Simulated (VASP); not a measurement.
Band structure of KZnF3 (cubic perovskite). Method: r2SCAN meta-GGA with spin-orbit coupling, VASP's PBE PAW potentials (set 64) (plane waves; VASP 6.6.1).

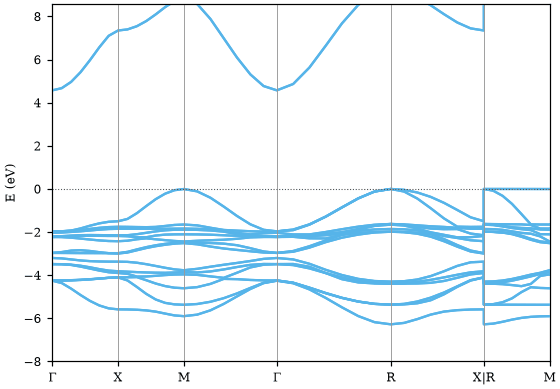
Bands along high-symmetry lines, zero at the valence-band maximum or, without a gap, the Fermi level

Task: Read the plot: is there a gap, and where are the band edges?

Result: The gap is indirect, 4.57 eV, from the valence maximum at R to the conduction minimum at Γ.

The compound is KZnF3 in the cubic perovskite structure. The cell was not relaxed at this level.
